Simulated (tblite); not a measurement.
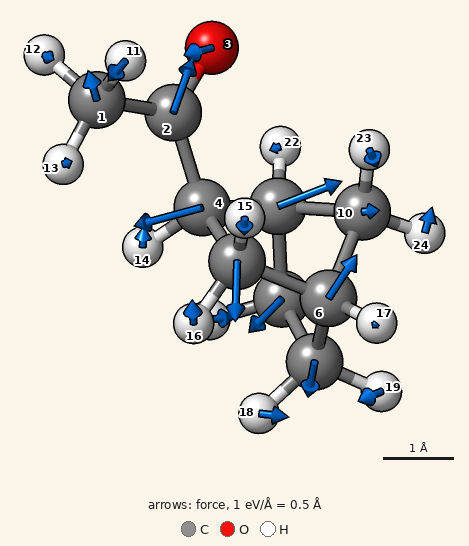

Starting geometry of C9H14O with the computed forces as blue arrows. A ball-and-stick model, seen from a free direction.

The calculation used GFN2-xTB geometry optimisation, gas phase in tblite. 

> Is this structure relaxed? If not, where do the atoms go?

It isn't relaxed: the largest force vector, on a C atom, is 2.35 eV/Å. The final displacements have little in common with the starting forces (cosine between the two patterns 0.21). An H atom moves most after the best rigid fit: 0.71 Å. Largest moves by element: H 0.71 Å, O 0.69 Å, C 0.25 Å. Some distances before and after: C–C 1.496 → 1.553 Å, C–C 1.486 → 1.532 Å, C–C 1.472 → 1.515 Å, C–C 1.501 → 1.537 Å. Among the angles between lasting bonds that change: C–C–H 105.5° → 113.2°, C–C–H 105.1° → 112.4°, H–C–H 114.5° → 107.8°. Groups turn about C–C by about 50°. After 109 geometry steps the energy has fallen by 15.7 kcal/mol. The run took 0.92 s on 1 thread of Arm Neoverse V1, with other jobs on the host.
